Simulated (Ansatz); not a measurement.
Abstraction of Br: CBr2Cl2 + CH3Mg → CBrCl2 + Mg(CH3)Br

Species: CBr2Cl2 (dibromodichloromethane) `ClC(Cl)(Br)Br`, singlet; CH3Mg `[CH3][Mg]`, doublet; CBrCl2 `Cl[C](Cl)Br`, doublet; Mg(CH3)Br, singlet. A radical takes Br: the energy is the difference in strength between the C–Br bond broken and the Mg–Br bond made.

Shapes, held fixed at every level: PBE0-D4/def2-TZVP. Programs: Ansatz 0.2.0. The zero-point and thermal change to 298 K, harmonic and unscaled (PBE0-D4/def2-TZVP), is +1.5 kJ/mol.

| level | kind | ΔH(298 K) (kJ/mol) | less CCSD(T)/def2-TZVPP |
| --- | --- | --- | --- |
| r2SCAN-D4/def2-TZVPP | meta-GGA | -212.2 | -18.6 |
| BHLYP-D4/def2-TZVPP | global hybrid | -217.0 | -23.4 |
| r2SCAN0-D4/def2-TZVPP | global hybrid | -220.4 | -26.8 |
| MP2/def2-TZVPP | perturbation theory | -172.4 | +21.2 |
| CCSD/def2-SVP | coupled cluster or CI | -217.4 | -23.8 |
| CCSD/def2-TZVPP | coupled cluster or CI | -204.6 | -11.0 |
| CCSD(T)/def2-TZVPP | coupled cluster or CI | -193.6 | 0.0 |

The highest level, CCSD(T)/def2-TZVPP, gives ΔH(298 K) = -193.6 kJ/mol; the levels span -220.4 to -172.4. The column of differences is taken from that level and isn't an error. No measured value is set beside it here. Open shells run unrestricted unless RO is named. Relativity is left out for Br unless named. Correlated rows may include outer-core shells of Br, Mg, which these sets cover unevenly.

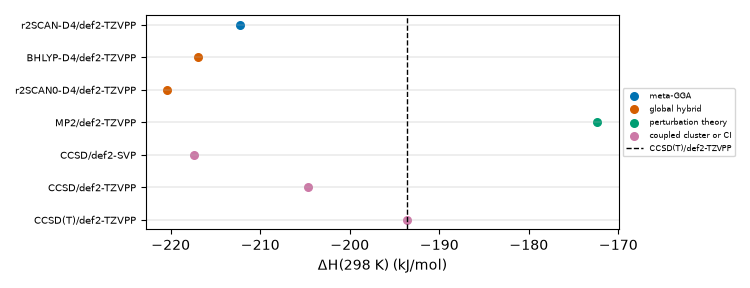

The values of the table, level by level.
